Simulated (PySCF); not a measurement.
**Cl$_{2}$F$_{2}$H$_{3}$NSi$_{2}$: density, localisation and related maps**

Input

```
{"job": {"xc": "CAM-B3LYP", "basis": "pcSseg-1", "solvent": "dichloromethane", "kind": "nmr", "pop": true}, "charge": 0, "multiplicity": 1}
F     -1.553232     0.980281     1.211674
Si    -1.445836    -0.404090     0.403276
Cl    -3.022764    -0.578124    -0.797220
N     -0.025671    -0.261202    -0.558194
Si     1.466126     0.518065    -0.172803
F      2.443688     0.013647    -1.346560
Cl     2.162251    -0.122609     1.571080
H     -1.376995    -1.424592     1.425204
H     -0.059348    -0.674392    -1.476806
H      1.420662     1.957671    -0.282178
```

Launched as:

```sh
OMP_NUM_THREADS=1 python ens_run.py task.json out
```

Geometry: GFN2-xTB.

Level of theory: CAM-B3LYP/pcSseg-1, SCF density, in a dichloromethane solvent model, non-relativistic in PySCF 2.14.0.

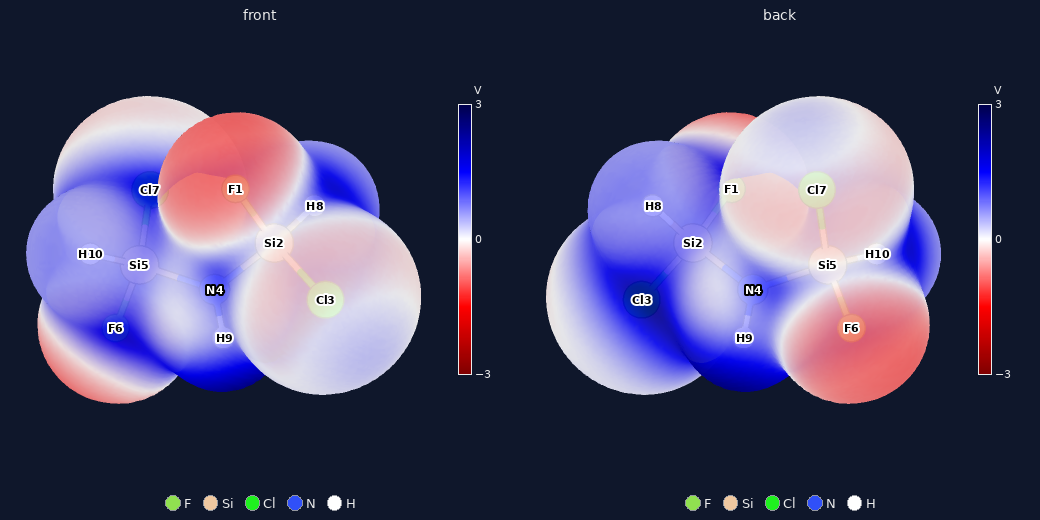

Figure 1. The molecular electrostatic potential painted on the density surface at 0.002 e/bohr³, seen from the front and from behind; red is negative and blue positive.

Question: Which sites attract a positive test charge, and which a negative one?

Answer: A positive charge is drawn to the negative regions and a negative charge to the positive ones. The most negative region (about −0.9 V) lies over F1 and F6, the most positive (about +2.4 V) over H9.

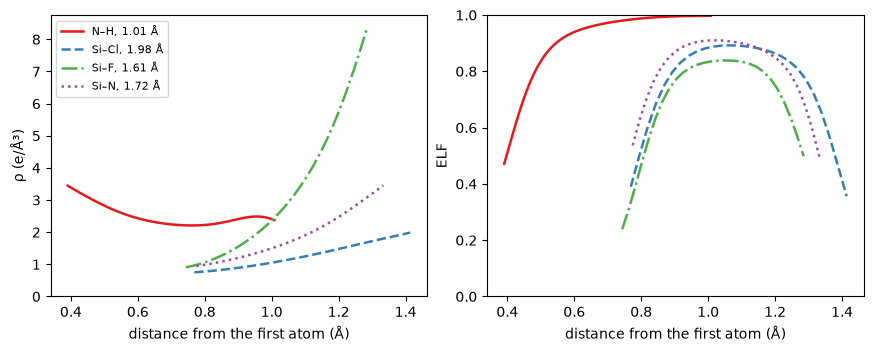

Figure 2. Total electron density and electron localisation function along straight lines between neighbouring atoms. The curves leave out the atomic cores.

Question: What can be read from the curves?

Answer: N–H (1.01 Å): ρ is about 2.8 e/Å³ halfway; the ELF climbs to about 1 towards the hydrogen, as it does in any bond to H: an ordinary covalent bond to hydrogen.
Si–Cl (1.98 Å): ρ is about 1 e/Å³ halfway; the ELF peaks at about 0.90 between the atoms (a shared but strongly polarised pair).
Si–F (1.61 Å): ρ is about 1.1 e/Å³ halfway; the ELF peaks at about 0.85 in the valence shell of F, 0.6 Å from its nucleus, and is about 0.50 at the midpoint.
Si–N (1.72 Å): the density is about 1.1 e/Å³ at the midpoint; the ELF peaks at about 0.90 between the atoms; a polar covalent bond.
